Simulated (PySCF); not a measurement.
# C3H3NO4S: magnetic properties

What do calculations give for the magnetic properties of C3H3NO4S (`N#C[C@]1(S(=O)(=O)O)CO1`)?

Computed with PySCF 2.14.0 and routines of our own; the level stands in each step. Atoms count from 0.

## (1) The system as given

12 atoms, charge 0, multiplicity 1; geometry from: GFN2-xTB.

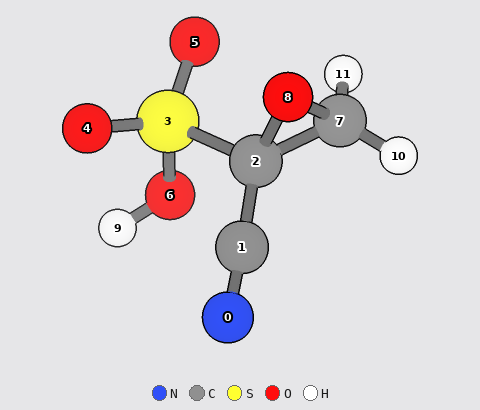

The starting geometry (nitrogen blue, carbon grey, sulfur yellow, oxygen red, hydrogen white).

## (2) Magnetic properties: GIAO B97-2/pcSseg-1

What the job is given:

```
{"job": {"kind": "mag", "xc": "B97-2", "basis": "pcSseg-1", "isotopologues": 0}, "charge": 0, "multiplicity": 1}
N     -0.248220     2.698382    -0.672459
C     -0.419633     1.636558    -0.283809
C     -0.543214     0.300790     0.170705
S      1.076517    -0.456986     0.536266
O      1.797683     0.323834     1.481595
O      0.865546    -1.844074     0.748426
O      1.772189    -0.246499    -0.896405
C     -1.592027    -0.648530    -0.213665
O     -1.513910    -0.103808     1.069798
H      2.534020     0.335518    -0.841352
H     -2.420447    -0.305392    -0.825006
H     -1.307306    -1.690477    -0.300121
```

With the program's defaults for keys left out, this is: GIAO B97-2/pcSseg-1 magnetisability, rotational g tensor and spin-rotation constants, non-relativistic, gas phase.

Run with:

```sh
> OMP_NUM_THREADS=1 python excited_run.py task.json out
```

This one command runs all jobs of the session in turn.

What it wrote:

```text
coarse grid: 12152 points
cycle   1  E = -869.1401749322  dE =  2.655e+00  |g| = 1.421e+00  |ddm| = 3.797e+00
cycle   2  E = -867.8562019952  dE =  1.284e+00  |g| = 2.985e+00  |ddm| = 3.930e+00
cycle   3  E = -869.4813826162  dE = -1.625e+00  |g| = 3.767e-01  |ddm| = 3.106e+00
cycle   4  E = -869.5015489403  dE = -2.017e-02  |g| = 2.031e-01  |ddm| = 4.150e-01
cycle   5  E = -869.5090633716  dE = -7.514e-03  |g| = 7.118e-02  |ddm| = 1.807e-01
cycle   6  E = -869.5100363246  dE = -9.730e-04  |g| = 1.847e-02  |ddm| = 6.149e-02
cycle   7  E = -869.5101001191  dE = -6.379e-05  |g| = 4.283e-03  |ddm| = 1.709e-02
cycle   8  E = -869.5101035925  dE = -3.473e-06  |g| = 1.184e-03  |ddm| = 4.086e-03
final grid: 117312 points
cycle   9  E = -869.6068840028  dE = -5.760e-05  |g| = 7.594e-03  |ddm| = 3.511e-02
cycle  10  E = -869.6068707586  dE =  1.324e-05  |g| = 1.144e-02  |ddm| = 1.273e-02
cycle  11  E = -869.6068921796  dE = -2.142e-05  |g| = 2.083e-03  |ddm| = 9.014e-03
cycle  12  E = -869.6068929508  dE = -7.712e-07  |g| = 8.323e-04  |ddm| = 2.070e-03
cycle  13  E = -869.6068930808  dE = -1.301e-07  |g| = 2.442e-04  |ddm| = 7.146e-04
cycle  14  E = -869.6068930916  dE = -1.080e-08  |g| = 8.555e-05  |ddm| = 2.274e-04
cycle  15  E = -869.6068930930  dE = -1.341e-09  |g| = 2.015e-05  |ddm| = 7.475e-05
cycle  16  E = -869.6068930930  dE = -6.776e-11  |g| = 7.517e-06  |ddm| = 2.166e-05
converged SCF energy = -869.6068930930

Magnetisability tensor (1e-30 J/T^2)
    -1146.99       60.03       15.95
       60.03    -1272.34       58.05
       15.95       58.05    -1198.51
isotropic -1205.95   principal values   -1317.02  -1194.51  -1106.30
isotropic susceptibility -72.624 1e-6 cm^3/mol

Inertial axes            a          b          c
rot. const./GHz      2.0590     1.5115     1.1243
chi total           -76.806    -70.609    -70.456
chi diamagnetic    -655.097   -836.635  -1095.164
chi paramagnetic    578.291    766.026   1024.708
quadrupole/D A       -6.972      7.367     -0.395
g nuclear            0.5362     0.5165     0.5232
g electronic        -0.5594    -0.5439    -0.5412
g total             -0.0232    -0.0274    -0.0181

Spin-rotation constants (kHz, H = +C I.J)
atom  isotope        aa         bb         cc
  0    14N        0.314      0.165      0.268
  9     1H       -0.280      0.079     -0.123
 10     1H       -0.021     -0.134     -0.097
 11     1H       -0.081     -0.082     -0.099
  1    13C*       0.587      0.230      0.484
  2    13C*       0.238      0.418      0.229
  3    33S*       0.890      0.559      0.431
  4    17O*      -0.525     -0.323     -0.256
  5    17O*      -0.485     -0.364     -0.219
  6    17O*      -0.533     -0.344     -0.168
  7    13C*       0.260      0.356      0.242
  8    17O*      -0.015     -0.077     -0.276
* in the singly substituted isotopologue
```

Wall time 34 s (1 thread of Arm Neoverse V1, shared host); peak memory 0.84 GiB.

Key values:

```
              quantity                      value
       magnetisability           -1206·10⁻³⁰ J/T²
  molar susceptibility         -72.6·10⁻⁶ cm³/mol
rotational g (a, b, c)  -0.0232, -0.0274, -0.0181
```

Orbitals, density, ELF and potential are computed afterwards from the orbital file.

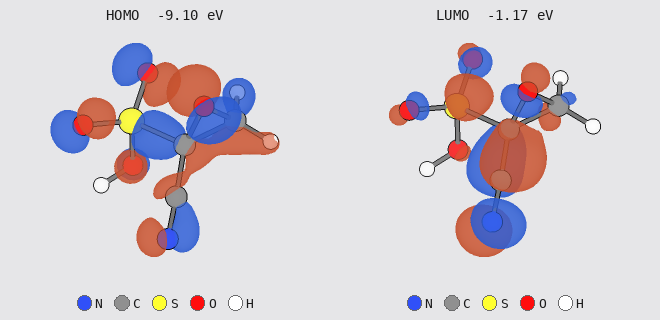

B97-2/pcSseg-1 orbitals near the gap, drawn at the value that encloses 70 % of each; the two colours are the two signs.

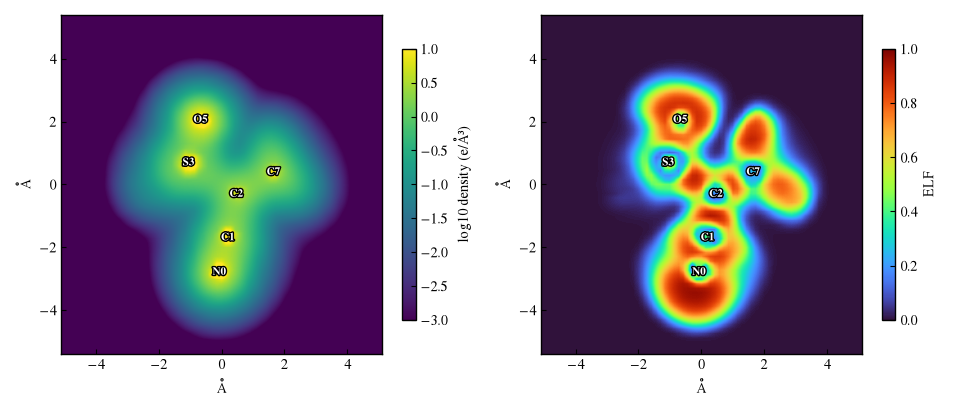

Density (left) and ELF (right) in a plane through or near 6 of the atoms.

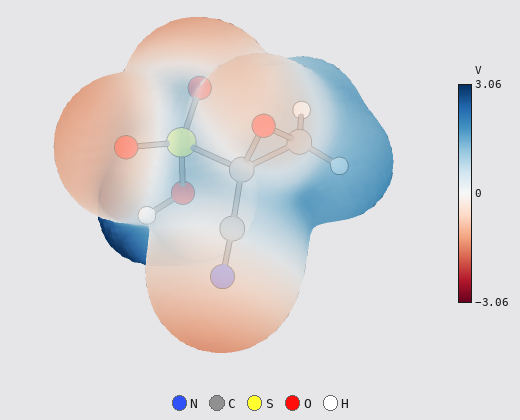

Electrostatic potential on the surface of density 0.002 e/bohr³; red is low, blue high. It runs from -1.20 V near N0 to 3.06 V near H9.

## (3) Magnetic properties: GIAO LC-wPBE/6-31++G**

Settings changed since step 2:

```diff
@@ -1,2 +1,2 @@
-{"job": {"kind": "mag", "xc": "B97-2", "basis": "pcSseg-1", "isotopologues": 0}, "charge": 0, "multiplicity": 1}
+{"job": {"kind": "mag", "xc": "LC-wPBE", "basis": "6-31++G**", "scf": {"conv": 1e-11, "level_shift": 0.1}}, "charge": 0, "multiplicity": 1}
 N     -0.248220     2.698382    -0.672459
```

With the program's defaults for keys left out, this is: GIAO LC-wPBE/6-31++G** magnetisability, rotational g tensor and spin-rotation constants, non-relativistic, gas phase.

What it wrote:

```text
final grid: 117312 points
cycle   1  E = -868.8916143835  dE =  3.143e+00  |g| = 1.537e+00  |ddm| = 6.714e+00
cycle   2  E = -868.8117889910  dE =  7.983e-02  |g| = 1.806e+00  |ddm| = 6.724e+00
cycle   3  E = -869.3912051601  dE = -5.794e-01  |g| = 1.757e-01  |ddm| = 2.849e+00
cycle   4  E = -869.3969973762  dE = -5.792e-03  |g| = 6.842e-02  |ddm| = 4.940e-01
cycle   5  E = -869.3979794078  dE = -9.820e-04  |g| = 1.312e-02  |ddm| = 1.523e-01
cycle   6  E = -869.3980356271  dE = -5.622e-05  |g| = 4.851e-03  |ddm| = 4.418e-02
cycle   7  E = -869.3980428698  dE = -7.243e-06  |g| = 1.687e-03  |ddm| = 1.815e-02
cycle   8  E = -869.3980439059  dE = -1.036e-06  |g| = 7.201e-04  |ddm| = 7.973e-03
cycle   9  E = -869.3980440825  dE = -1.766e-07  |g| = 2.001e-04  |ddm| = 3.257e-03
cycle  10  E = -869.3980441024  dE = -1.983e-08  |g| = 6.042e-05  |ddm| = 1.091e-03
cycle  11  E = -869.3980441050  dE = -2.624e-09  |g| = 3.377e-05  |ddm| = 4.214e-04
cycle  12  E = -869.3980441055  dE = -5.164e-10  |g| = 1.331e-05  |ddm| = 1.320e-04
cycle  13  E = -869.3980441056  dE = -1.080e-10  |g| = 6.822e-06  |ddm| = 5.843e-05
cycle  14  E = -869.3980441056  dE = -3.206e-11  |g| = 2.102e-06  |ddm| = 3.242e-05
cycle  15  E = -869.3980441056  dE = -7.049e-12  |g| = 1.155e-06  |ddm| = 9.963e-06
level shift removed, Fock matrix diagonalised once more
converged SCF energy = -869.3980441056

Magnetisability tensor (1e-30 J/T^2)
    -1156.69       55.22       21.07
       55.22    -1284.94       60.96
       21.07       60.96    -1212.58
isotropic -1218.07   principal values   -1328.57  -1209.57  -1116.07
isotropic susceptibility -73.354 1e-6 cm^3/mol

Inertial axes            a          b          c
rot. const./GHz      2.0590     1.5115     1.1243
chi total           -77.162    -71.718    -71.182
chi diamagnetic    -655.594   -837.442  -1095.601
chi paramagnetic    578.432    765.724   1024.419
quadrupole/D A       -7.114      7.752     -0.638
g nuclear            0.5362     0.5165     0.5232
g electronic        -0.5595    -0.5437    -0.5411
g total             -0.0233    -0.0272    -0.0179

Spin-rotation constants (kHz, H = +C I.J)
atom  isotope        aa         bb         cc
  0    14N        0.276      0.145      0.240
  9     1H       -0.280      0.076     -0.123
 10     1H       -0.021     -0.133     -0.097
 11     1H       -0.078     -0.081     -0.098
  1    13C*       0.522      0.197      0.431
  2    13C*       0.200      0.374      0.199
  3    33S*       0.835      0.517      0.401
  4    17O*      -0.447     -0.275     -0.219
  5    17O*      -0.428     -0.318     -0.179
  6    17O*      -0.469     -0.307     -0.146
  7    13C*       0.222      0.312      0.207
  8    17O*      -0.009     -0.038     -0.234
* in the singly substituted isotopologue
```

It took 63 s on 1 thread of Arm Neoverse V1, shared host; peak memory 0.86 GiB.

Key values:

```
              quantity                      value
       magnetisability           -1218·10⁻³⁰ J/T²
  molar susceptibility         -73.4·10⁻⁶ cm³/mol
rotational g (a, b, c)  -0.0233, -0.0272, -0.0179
```

## (4) Magnetic properties: GIAO HF/pcseg-1

Settings changed since step 3:

```diff
@@ -1,2 +1,2 @@
-{"job": {"kind": "mag", "xc": "LC-wPBE", "basis": "6-31++G**", "scf": {"conv": 1e-11, "level_shift": 0.1}}, "charge": 0, "multiplicity": 1}
+{"job": {"kind": "mag", "xc": "HF", "basis": "pcseg-1", "scf": {"guess": "1e", "max_cycle": 56}}, "charge": 0, "multiplicity": 1}
 N     -0.248220     2.698382    -0.672459
```

With the program's defaults for keys left out, this is: GIAO HF/pcseg-1 magnetisability, rotational g tensor and spin-rotation constants, non-relativistic, gas phase.

What it wrote:

```text
final grid: 117312 points
cycle   1  E = -485.9732613418  dE =  2.736e+02  |g| = 1.774e+01  |ddm| = 2.751e+02
cycle   2  E = -556.6698780397  dE = -7.070e+01  |g| = 1.313e+01  |ddm| = 2.768e+02
cycle   3  E = -644.4221409152  dE = -8.775e+01  |g| = 1.897e+01  |ddm| = 4.885e+01
cycle   4  E = -839.5476105665  dE = -1.951e+02  |g| = 7.404e+00  |ddm| = 3.719e+01
cycle   5  E = -818.6582920152  dE =  2.089e+01  |g| = 1.066e+01  |ddm| = 2.180e+01
cycle   6  E = -864.9096832196  dE = -4.625e+01  |g| = 2.650e+00  |ddm| = 1.966e+01
cycle   7  E = -866.0292994720  dE = -1.120e+00  |g| = 1.154e+00  |ddm| = 2.133e+00
cycle   8  E = -866.3146490950  dE = -2.853e-01  |g| = 6.905e-01  |ddm| = 1.637e+00
cycle   9  E = -866.4159293451  dE = -1.013e-01  |g| = 2.938e-01  |ddm| = 7.632e-01
cycle  10  E = -866.4385756492  dE = -2.265e-02  |g| = 8.337e-02  |ddm| = 3.927e-01
cycle  11  E = -866.4407776389  dE = -2.202e-03  |g| = 2.608e-02  |ddm| = 1.468e-01
cycle  12  E = -866.4410183847  dE = -2.407e-04  |g| = 1.018e-02  |ddm| = 3.853e-02
cycle  13  E = -866.4410706711  dE = -5.229e-05  |g| = 3.934e-03  |ddm| = 2.394e-02
cycle  14  E = -866.4410787202  dE = -8.049e-06  |g| = 1.551e-03  |ddm| = 8.321e-03
cycle  15  E = -866.4410804906  dE = -1.770e-06  |g| = 6.165e-04  |ddm| = 3.785e-03
cycle  16  E = -866.4410809160  dE = -4.254e-07  |g| = 3.497e-04  |ddm| = 1.480e-03
cycle  17  E = -866.4410810655  dE = -1.496e-07  |g| = 1.719e-04  |ddm| = 9.085e-04
cycle  18  E = -866.4410811041  dE = -3.853e-08  |g| = 7.381e-05  |ddm| = 4.908e-04
cycle  19  E = -866.4410811100  dE = -5.981e-09  |g| = 2.477e-05  |ddm| = 2.147e-04
cycle  20  E = -866.4410811105  dE = -4.707e-10  |g| = 1.388e-05  |ddm| = 6.242e-05
converged SCF energy = -866.4410811105

Magnetisability tensor (1e-30 J/T^2)
    -1239.06       57.71       17.77
       57.71    -1360.56       60.14
       17.77       60.14    -1294.93
isotropic -1298.18   principal values   -1406.92  -1289.58  -1198.05
isotropic susceptibility -78.178 1e-6 cm^3/mol

Inertial axes            a          b          c
rot. const./GHz      2.0590     1.5115     1.1243
chi total           -82.134    -76.275    -76.127
chi diamagnetic    -658.541   -840.821  -1098.906
chi paramagnetic    576.408    764.546   1022.779
quadrupole/D A       -7.561      8.039     -0.478
g nuclear            0.5362     0.5165     0.5232
g electronic        -0.5576    -0.5429    -0.5402
g total             -0.0214    -0.0264    -0.0170

Spin-rotation constants (kHz, H = +C I.J)
atom  isotope        aa         bb         cc
  0    14N        0.297      0.164      0.266
  9     1H       -0.281      0.063     -0.126
 10     1H       -0.030     -0.138     -0.102
 11     1H       -0.089     -0.087     -0.102
  1    13C*       0.559      0.188      0.456
  2    13C*       0.184      0.384      0.203
  3    33S*       0.874      0.556      0.427
  4    17O*      -0.414     -0.252     -0.208
  5    17O*      -0.399     -0.303     -0.158
  6    17O*      -0.461     -0.293     -0.142
  7    13C*       0.204      0.305      0.201
  8    17O*       0.065     -0.024     -0.221
* in the singly substituted isotopologue
```

It took 11 s on 1 thread of Arm Neoverse V1, shared host; peak memory 0.79 GiB.

Despite a poor start guess, the SCF converged in 20 cycles.

From this job:

```
              quantity                      value
       magnetisability           -1298·10⁻³⁰ J/T²
  molar susceptibility         -78.2·10⁻⁶ cm³/mol
rotational g (a, b, c)  -0.0214, -0.0264, -0.0170
```

## (5) The levels compared

```
                 level  ξ (10⁻³⁰ J/T²)     g(a)     g(b)  gap (eV)  functions  time
   GIAO B97-2/pcSseg-1           -1206  -0.0232  -0.0274      7.93        175  34 s
GIAO LC-wPBE/6-31++G**           -1218  -0.0233  -0.0272     12.92        184  63 s
       GIAO HF/pcseg-1           -1298  -0.0214  -0.0264     16.08        145  11 s
```

## (6) Results

| quantity | value |
| --- | --- |
| magnetisability (step 2, GIAO B97-2/pcSseg-1) | -1206·10⁻³⁰ J/T² |
| molar susceptibility (step 2, GIAO B97-2/pcSseg-1) | -72.6·10⁻⁶ cm³/mol |
| rotational g (a, b, c) (step 2, GIAO B97-2/pcSseg-1) | -0.0232, -0.0274, -0.0181 |
| surface potential, least and greatest | -1.20 V and 3.06 V |
| magnetisability over the levels | -1298 to -1206·10⁻³⁰ J/T² |

In words: By nearest atom (B97-2/pcSseg-1), the HOMO sits on O8 36 %; O4, O5 about 13 % each and the LUMO on N0 30 %; C1 25 %. The magnetisability spreads by 7.4 % over 3 levels, from GIAO HF/pcseg-1 (11 s) to GIAO B97-2/pcSseg-1 (34 s); the runs took 11 s to 63 s. Vibrational averaging and real surroundings are missing from these values.
